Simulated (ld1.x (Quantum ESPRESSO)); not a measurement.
C: pseudopotential generation (part 2 of 2)

Continued. System: carbon (C, Z = 6), core [He], reference valence 2s1.75 2p2.25, valence charge 4. Method: TM potential, PBEsol, scalar-relativistic, made with ld1.x (Quantum ESPRESSO) 7.5.

### Output of the test run (extracts), continued
```
     ---------------------- Testing the pseudopotential ----------------------

     C
     scalar relativistic calculation

     atomic number is  6.00   valence charge is  4.00
     dft =PBESOL   lsd =0 sic =0 latt =0  beta=0.20 tr2=1.0E-14
     mesh =1073 r(mesh) = 100.30751 xmin = -7.00 dx = 0.01250

     n l     nl             e AE (Ry)        e PS (Ry)    De AE-PS (Ry)
     1 0     2S   1( 2.00)       -0.78843       -0.78613       -0.00230
     2 1     2P   1( 2.30)       -0.18085       -0.18016       -0.00069

     eps = 6.2E-15  iter = 11

     Etot =     -75.270981 Ry,     -37.635490 Ha,   -1024.113863 eV
     Etotps =   -10.824594 Ry,      -5.412297 Ha,    -147.276102 eV
     dEtot_ae =      -0.238765 Ry
     dEtot_ps =      -0.238438 Ry,   Delta E=      -0.000326 Ry

     Ekin =       5.882128 Ry,       2.941064 Ha,      80.030427 eV
     Encl =     -21.253405 Ry,     -10.626703 Ha,    -289.167309 eV
     Ehrt =       9.512209 Ry,       4.756104 Ha,     129.420195 eV
     Ecxc =      -3.132487 Ry,      -1.566244 Ha,     -42.619662 eV
     (Ecc =      -0.167901 Ry,      -0.083950 Ha,      -2.284409 eV)
     Epseu=      -1.833038 Ry,      -0.916519 Ha,     -24.939752 eV

     ---------------------- End of pseudopotential test ----------------------

     ---------------------- Testing the pseudopotential ----------------------

     C
     scalar relativistic calculation

     atomic number is  6.00   valence charge is  4.00
     dft =PBESOL   lsd =0 sic =0 latt =0  beta=0.20 tr2=1.0E-14
     mesh =1073 r(mesh) = 100.30751 xmin = -7.00 dx = 0.01250

     n l     nl             e AE (Ry)        e PS (Ry)    De AE-PS (Ry)
     1 0     2S   1( 2.00)       -1.41543       -1.41432       -0.00111
     2 1     2P   1( 1.50)       -0.78268       -0.77875       -0.00393

     eps = 2.5E-15  iter =  7

     Etot =     -74.897854 Ry,     -37.448927 Ha,   -1019.037222 eV
     Etotps =   -10.452813 Ry,      -5.226407 Ha,    -142.217771 eV
     dEtot_ae =       0.134362 Ry
     dEtot_ps =       0.133342 Ry,   Delta E=       0.001019 Ry

     Ekin =       5.197746 Ry,       2.598873 Ha,      70.718944 eV
     Encl =     -18.422333 Ry,      -9.211166 Ha,    -250.648604 eV
     Ehrt =       6.994386 Ry,       3.497193 Ha,      95.163473 eV
     Ecxc =      -2.684798 Ry,      -1.342399 Ha,     -36.528531 eV
     (Ecc =      -0.167901 Ry,      -0.083950 Ha,      -2.284409 eV)
     Epseu=      -1.537816 Ry,      -0.768908 Ha,     -20.923053 eV

     ---------------------- End of pseudopotential test ----------------------
```

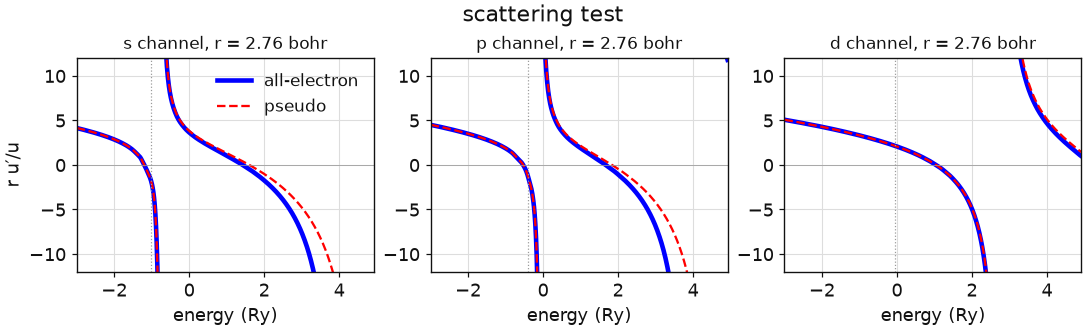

Logarithmic derivatives r u′/u at the test radius against energy, all-electron atom (solid) and pseudo-atom (dashed). Here u = r R(r). The dotted line marks the reference energy of the channel.

- Ghost states: the plot shows none: pseudo and all-electron curves have the same branches in all channels drawn. The separate test gives: ghost state below the valence levels: s at -140.8 eV. The bound ghosts lie below the range of the plot.
- Zeros of the logarithmic derivative: s: all-electron -1.2 and 1.4 Ry, pseudo -1.2 and 1.6 Ry; p: all-electron -0.5 and 1.7 Ry, pseudo -0.5 and 1.8 Ry; d: all-electron 1.0 Ry, pseudo 1.0 Ry.

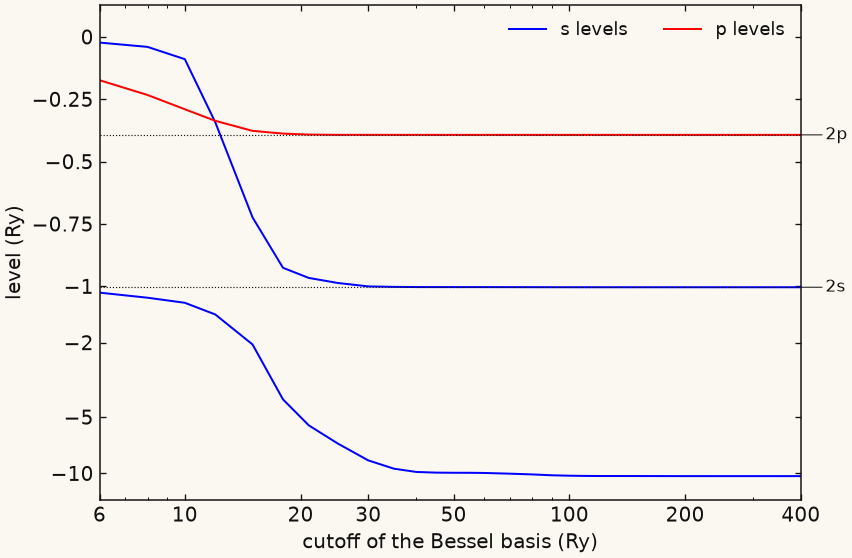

The pseudo-atom Hamiltonian at the reference potential is diagonalised in spherical Bessel functions (20 bohr box) up to the cutoff. Curves: the lowest levels of each channel that holds a bound state. Dotted lines: the all-electron valence levels.

- Ghost states: ghost state below the valence levels: s at -140.8 eV. A ghost is a state of the pseudo-atom that lies below a valence level of its channel, or is bound in a channel without one, and matches no all-electron valence level; bound levels above the valence ones can be real empty states. In Ry: s -10.35.
- Onset of the ghost: the lowest s curve lies clearly below the lowest valence level of its channel from about 8 Ry on and ends at -10.35 Ry.
- All-electron valence levels: 2s: -1.01 Ry; 2p: -0.39 Ry.

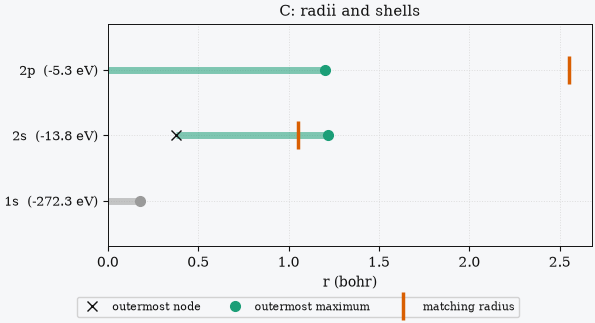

Outer shells of the all-electron reference atom: each bar runs from the outermost node (or the nucleus) to the outermost maximum of u(r); the tick is the radius chosen for the pseudo-wave. Shells without a tick have no pseudo-wave of their own. Levels, nodes and maxima are from ld1.x, scalar-relativistic.

- Radii against the shells: 2s: 1.05 bohr, between node and maximum; 2p: 2.55 bohr, outside the maximum.

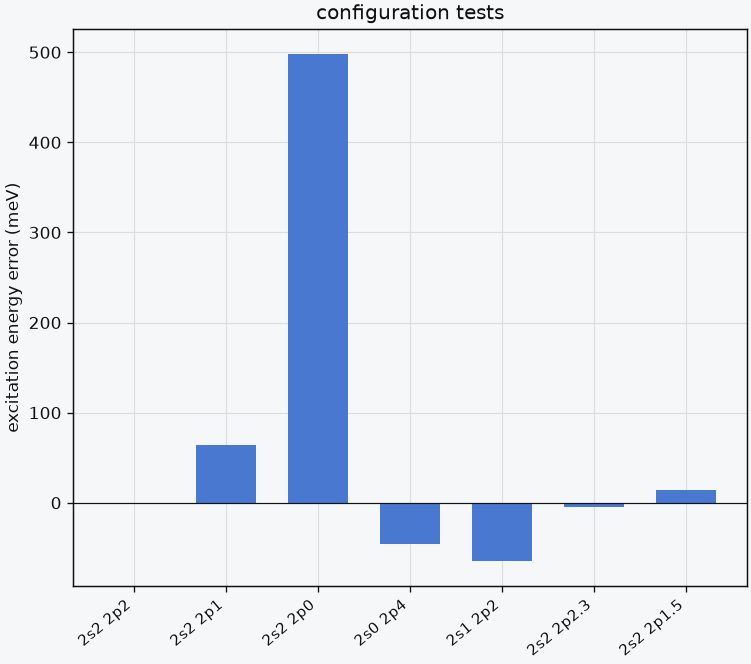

Errors, all-electron minus pseudo, of the energies of valence configurations relative to the unpolarised reference 2s1.75 2p2.25.

- Worst configuration: 2s2 2p0 (charge +2): the error is +498 meV on an all-electron energy of +32.70 eV relative to the reference, or 1.5 %.
- Configurations within 10 meV and within 50 meV: 2 and 4 of 7. The potential isn't sound: its ghost test gives ghost state below the valence levels: s at -140.8 eV.

Outcome of the run: generated, with a ghost state.
